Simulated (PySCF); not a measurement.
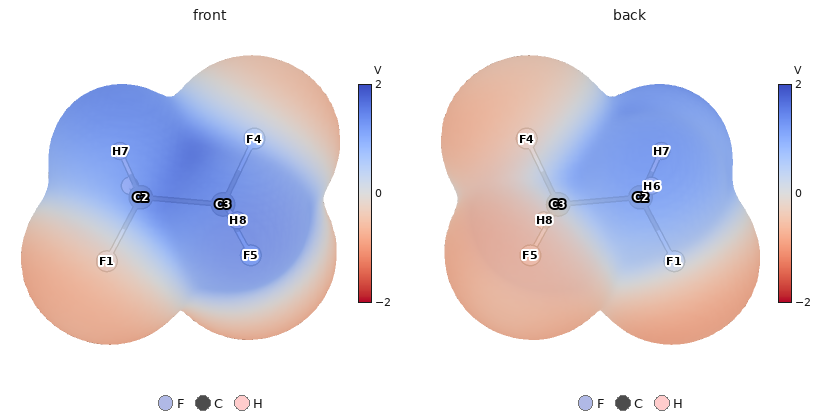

The picture shows: C2H3F3. The electrostatic potential painted on the density surface at 0.002 e/bohr³, seen from the front and from behind; red is negative and blue positive.

Geometry: PBE0-D3(BJ)/def2-SVP.

All numbers below come from PBE0/pcSseg-1, SCF density, gas phase, non-relativistic in PySCF.

```yaml
atoms:
  - { symbol: F, position_ang: [-1.2479, -0.8682, 0.9061] }
  - { symbol: C, position_ang: [-0.7708, 0.0006, -0.0288] }
  - { symbol: C, position_ang: [0.7361, 0.0502, 0.0487] }
  - { symbol: F, position_ang: [1.1734, 0.9887, -0.8180] }
  - { symbol: F, position_ang: [1.2592, -1.1379, -0.3101] }
  - { symbol: H, position_ang: [-1.0612, -0.3320, -1.0394] }
  - { symbol: H, position_ang: [-1.1759, 1.0100, 0.1537] }
  - { symbol: H, position_ang: [1.0962, 0.2980, 1.0633] }
```

Question: Where is the surface potential most negative and most positive?

Answer: The most negative region (about −0.8 V) lies over F1, the most positive (about +1.5 V) over C3.

Question: What dipole moment does the calculation give?

Answer: Its dipole moment is 1.56 D.
